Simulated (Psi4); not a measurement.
# C6H10OS (SMILES CS/C(C)=C/C(C)=O): levels of theory compared

We compute a comparison of 4 runs (HF/def2-SVP, PBE/def2-SVP, SVWN5/def2-SVP, MP2/def2-SVP) of C6H10OS. 

The calculation is run with Psi4 1.11.

1 further run of the same task is left out (it didn't finish). Runs told in other sessions of the task aren't counted.

**1. Starting point**

C6H10OS has 18 atoms, charge 0, and is taken as a singlet. SMILES: `CS/C(C)=C/C(C)=O`. Geometry: relaxed at PBE0-D4/def2-TZVP. This is one conformer, not always the lowest.

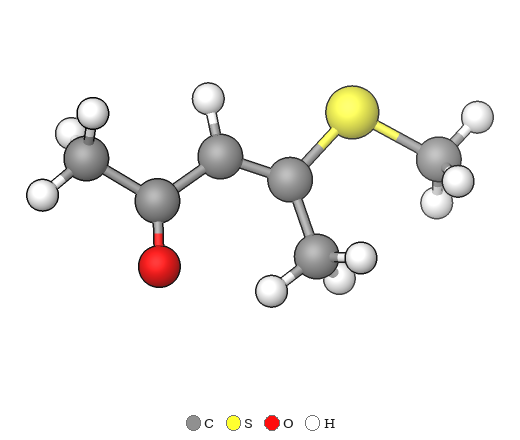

The structure, seen from a chosen angle (carbon grey, sulfur yellow, oxygen red, hydrogen white).

**2. A single-point energy at HF/def2-SVP (run 1)**

c6h10os.xyz

```xyz
18
C6H10OS
C      2.968150     1.419400     0.061950
S      1.266720     1.721710    -0.421840
C      0.410840     0.252630    -0.018320
C      1.164200    -0.882240     0.581710
C     -0.911740     0.252170    -0.289280
C     -1.863690    -0.838910    -0.057560
C     -3.281520    -0.524730    -0.470230
O     -1.588160    -1.922930     0.422700
H      3.064580     1.247130     1.133310
H      3.499630     2.337010    -0.192370
H      3.411890     0.594690    -0.494530
H      1.963430    -1.209070    -0.089090
H      0.489530    -1.712980     0.770790
H      1.635940    -0.576460     1.519470
H     -1.338300     1.150370    -0.728030
H     -3.319850    -0.276330    -1.534860
H     -3.922050    -1.380920    -0.268510
H     -3.649590     0.349440     0.074720
```

run.py

```python
import psi4

psi4.set_memory('2200 MB')
psi4.set_num_threads(1)
psi4.set_output_file('psi4.out', False)

with open('c6h10os.xyz') as f:
    atoms = ''.join(f.readlines()[2:])
m = psi4.geometry('0 1\n' + atoms + 'symmetry c1')

psi4.set_options(dict(basis='def2-SVP', reference='rhf', puream=True, e_convergence=1e-09, d_convergence=1e-08, scf_type='direct'))

result, w = psi4.energy("scf", return_wfn=True)
psi4.oeprop(w, "MULLIKEN_CHARGES", "LOWDIN_CHARGES", "WIBERG_LOWDIN_INDICES")
print('E =', round(result, 9))
for k, v in sorted(psi4.core.scalar_variables().items()):
    print(f'{k:45s} {v:18.10f}')
```

Launch:

```
$ python run.py
```

psi4.out:

```text
[...]
  Running in c1 symmetry.
[...]
  Nuclear repulsion =  430.708453882763649
[...]
  Multiplicity = 1
[...]
  Nalpha       = 35
  Nbeta        = 35
[...]
    Number of basis functions: 166
[...]
   @DF-RHF iter   1:  -704.80610034238464   -5.97888e-01   3.64219e-03 ADIIS/DIIS
[...]
   @RHF iter  20:  -705.04637093933832   -8.52651e-12   5.59257e-09 DIIS
[...]
  @RHF Final Energy:  -705.04637093933832
   => Energetics <=
    Nuclear Repulsion Energy =            430.7084538827636493
    One-Electron Energy =               -1821.8821736059148861
    Two-Electron Energy =                 686.1273487838128631
    Total Energy =                       -705.0463709393383169
[...]
 Multipole Moments:
 ------------------------------------------------------------------------------------
     Multipole            Electronic (a.u.)      Nuclear  (a.u.)        Total (a.u.)
 ------------------------------------------------------------------------------------
 L = 1.  Multiply by 2.5417464519 to convert [e a0] to [Debye]
 Dipole X            :         -1.0570762            1.8343718            0.7772956
 Dipole Y            :          1.7733597           -0.9893483            0.7840113
 Dipole Z            :         -0.9491749            0.8088360           -0.1403389
 Magnitude           :                                                    1.1129048
[...]
```

The script printed:

```text
E = -705.046370939
CURRENT ENERGY                                   -705.0463709393
CURRENT REFERENCE ENERGY                         -705.0463709393
DD SOLVATION ENERGY                                 0.0000000000
HF KINETIC ENERGY                                 703.7692519685
HF POTENTIAL ENERGY                             -1408.8156229078
HF TOTAL ENERGY                                  -705.0463709393
HF VIRIAL RATIO                                     2.0018146842
NUCLEAR REPULSION ENERGY                          430.7084538828
ONE-ELECTRON ENERGY                             -1821.8821736059
PCM POLARIZATION ENERGY                             0.0000000000
PE ENERGY                                           0.0000000000
SCF ITERATION ENERGY                             -705.0463709393
SCF ITERATIONS                                     20.0000000000
SCF TOTAL ENERGY                                 -705.0463709393
TWO-ELECTRON ENERGY                               686.1273487838
```

Wall time 44 s (1 thread of Intel Xeon Platinum 8223CL at 3.00GHz (Skylake/Cascade Lake), shared host); peak memory 0.4 GiB.

**3. The energy at PBE/def2-SVP (run 2)**

job.json

```json
{
  "schema_name": "qcschema_input",
  "schema_version": 1,
  "molecule": {
    "schema_name": "qcschema_molecule",
    "schema_version": 2,
    "symbols": ["C", "S", "C", "C", "C", "C", "C", "O", "H", "H", "H", "H", "H", "H", "H", "H", "H", "H"],
    "geometry": [5.6089906, 2.68227726, 0.11706853, 2.39375388, 3.25356037, -0.79716207, 0.77637508, 0.47740151, -0.03461978, 2.20001915, -1.66719198, 1.09927258, -1.7229389, 0.47653224, -0.54665997, -3.52186368, -1.58531014, -0.10877264, -6.20117407, -0.99159599, -0.88860592, -3.00118744, -3.63381106, 0.79878723, 5.79121689, 2.35673414, 2.14164551, 6.61334224, 4.41630885, -0.36352661, 6.44753767, 1.12380123, -0.93452626, 3.71034496, -2.28481117, -0.1683557, 0.92507763, -3.23706306, 1.456582, 3.09147856, -1.08935152, 2.87138215, -2.52902047, 2.17388424, -1.37577731, -6.27360727, -0.52218802, -2.90046504, -7.41160035, -2.6095606, -0.50741036, -6.89672557, 0.6603459, 0.14120034],
    "molecular_charge": 0,
    "molecular_multiplicity": 1,
    "fix_symmetry": "c1"
  },
  "driver": "energy",
  "model": {
    "method": "pbe",
    "basis": "def2-SVP"
  },
  "keywords": {
    "reference": "rks",
    "puream": true,
    "e_convergence": 1e-09,
    "d_convergence": 1e-08,
    "scf_type": "direct",
    "dft_radial_points": 99,
    "dft_spherical_points": 590
  }
}
```

Launch:

```
$ psi4 --qcschema job.json -n 1 --memory 2200MB
```

stdout:

```text
[...]
  Running in c1 symmetry.
[...]
  Nuclear repulsion =  430.708453915964355
[...]
  Multiplicity = 1
[...]
  Nalpha       = 35
  Nbeta        = 35
[...]
    Number of basis functions: 166
[...]
   @DF-RKS iter   1:  -706.12947378430840    4.50593e-01   8.11376e-03 ADIIS/DIIS
[...]
   @RKS iter  22:  -707.13859177451002   -1.02318e-12   3.24258e-09 DIIS
[...]
  @RKS Final Energy:  -707.13859177451002
   => Energetics <=
    Nuclear Repulsion Energy =            430.7084539159643555
    One-Electron Energy =               -1823.1212695401768542
    Two-Electron Energy =                 755.2321546361444007
    DFT Exchange-Correlation Energy =     -69.9579307864419633
    Empirical Dispersion Energy =           0.0000000000000000
    VV10 Nonlocal Energy =                  0.0000000000000000
    Total Energy =                       -707.1385917745100187
[...]
 Multipole Moments:
 ------------------------------------------------------------------------------------
     Multipole            Electronic (a.u.)      Nuclear  (a.u.)        Total (a.u.)
 ------------------------------------------------------------------------------------
 L = 1.  Multiply by 2.5417464519 to convert [e a0] to [Debye]
 Dipole X            :         -0.9145555            1.8343718            0.9198163
 Dipole Y            :          1.7652266           -0.9893484            0.7758783
 Dipole Z            :         -0.9178069            0.8088360           -0.1089709
 Magnitude           :                                                    1.2082731
[...]
```

The result, in JSON:

```text
{
 "driver": "energy",
 "model": {
  "method": "pbe",
  "basis": "def2-SVP"
 },
 "success": true,
 "return_result": -707.13859177451,
 "properties": {
  "calcinfo_nbasis": 166,
  "calcinfo_nmo": 166,
  "calcinfo_nalpha": 35,
  "calcinfo_nbeta": 35,
  "calcinfo_natom": 18,
  "nuclear_repulsion_energy": 430.70845391596436,
  "return_energy": -707.13859177451,
  "scf_one_electron_energy": -1823.1212695401769,
  "scf_two_electron_energy": 755.2321546361444,
  "scf_xc_energy": -69.95793078644196,
  "scf_dipole_moment": [0.9198162917652559, 0.7758782856313751, -0.10897089514690517],
  "scf_total_energy": -707.13859177451,
  "scf_iterations": 22
 }
}
```

Run time: 2.6 min. Hardware: 1 thread of Intel Xeon Platinum 8223CL at 3.00GHz (Skylake/Cascade Lake), shared host; peak memory 1.5 GiB.

Run 3 isn't shown in full; the table further down has it.

**4. The energy at MP2/def2-SVP (run 4)**

c6h10os.xyz is that of step 2.

job.py

```python
import psi4

psi4.set_memory(2200000000)
psi4.set_num_threads(1)
psi4.set_output_file('psi4.out', False)

with open('c6h10os.xyz') as f:
    atoms = ''.join(f.readlines()[2:])
geom = psi4.geometry('0 1\n' + atoms + 'symmetry c1\nno_reorient\nno_com')

options = {'basis': 'def2-SVP', 'puream': True, 'e_convergence': 1e-09, 'd_convergence': 1e-08, 'scf_type': 'direct', 'num_frozen_docc': 12, 'mp2_type': 'conv'}
psi4.set_options(options)

energy_value = psi4.energy("mp2")
print('E =', round(energy_value, 9))
```

Launch:

```
$ python job.py
```

psi4.out:

```text
[...]
  Running in c1 symmetry.
[...]
  Nuclear repulsion =  430.708453882763706
[...]
  Multiplicity = 1
[...]
  Nalpha       = 35
  Nbeta        = 35
[...]
    Number of basis functions: 166
[...]
   @DF-RHF iter   1:  -704.80610034145366   -5.97888e-01   3.64219e-03 ADIIS/DIIS
[...]
   @RHF iter  20:  -705.04637093933820   -9.20863e-12   5.59258e-09 DIIS
[...]
  @RHF Final Energy:  -705.04637093933820
   => Energetics <=
    Nuclear Repulsion Energy =            430.7084538827637061
    One-Electron Energy =               -1821.8821736059153409
    Two-Electron Energy =                 686.1273487838134315
    Total Energy =                       -705.0463709393382032
[...]
 Multipole Moments:
 ------------------------------------------------------------------------------------
     Multipole            Electronic (a.u.)      Nuclear  (a.u.)        Total (a.u.)
 ------------------------------------------------------------------------------------
 L = 1.  Multiply by 2.5417464519 to convert [e a0] to [Debye]
 Dipole X            :          0.1822397            0.5950559            0.7772956
 Dipole Y            :        -19.5432435           20.3272548            0.7840113
 Dipole Z            :          8.0371108           -8.1774497           -0.1403389
 Magnitude           :                                                    1.1129048
[...]
	SCS-MP2 Total Energy (a.u.)        :  -706.16507984799568
	SOS-MP2 Total Energy (a.u.)        :  -706.07151873192970
	SCSN-MP2 Total Energy (a.u.)       :  -705.54037363216707
[...]
	SOS-PI-MP2 Total Energy (a.u.)     :  -706.24237669736158
[...]
	MP2 Total Energy (a.u.)            :  -706.18134411469589
[...]
```

The script printed:

```text
E = -706.181344115
```

It took 72 s on 1 thread of Intel Xeon Platinum 8223CL at 3.00GHz (Skylake/Cascade Lake), shared host; peak memory 1.6 GiB.

**5. Overview of the runs**

| run | level | integration grid | task | energy (Eh) | dipole moment (D) | HOMO energy (eV) | LUMO energy (eV) | wall time |
| --- | --- | --- | --- | --- | --- | --- | --- | --- |
| 1 | HF/def2-SVP | – | energy | -705.046371 | 2.83 | -8.67 | 2.61 | 44 s |
| 2 | PBE/def2-SVP | 99 radial × 590 angular | energy | -707.138592 | 3.07 | -5.08 | -2.02 | 2.6 min |
| 3 | SVWN5/def2-SVP | 99 radial × 590 angular | gradient | -703.621226 | 3.22 | -5.21 | -2.20 | 2 min |
| 4 | MP2/def2-SVP | – | energy | -706.181344 | – | -8.67 | 2.61 | 72 s |

**6. What came out**

| quantity | value |
| --- | --- |
| run 4: total energy | -706.18134 Eh |
| run 4: HOMO energy (Hartree–Fock orbitals) | -8.67 eV |
| run 4: LUMO energy (Hartree–Fock orbitals) | 2.61 eV |
| run 4: HOMO–LUMO gap (Hartree–Fock orbitals) | 11.28 eV |
| run 4: correlation energy (12 core orbitals frozen) | -1135.0 mEh |

**Reading.** Over runs 1, 2, 3 the dipole moment (its size) runs from 2.83 D (HF/def2-SVP) to 3.22 D (SVWN5/def2-SVP). Over runs 1, 2, 3 the HOMO–LUMO gap runs from 3.02 eV (SVWN5/def2-SVP) to 11.28 eV (HF/def2-SVP). Exact exchange widens orbital gaps. Totals of different functionals can't be ranked against each other. All runs together took 6.5 min, the longest 2.6 min.
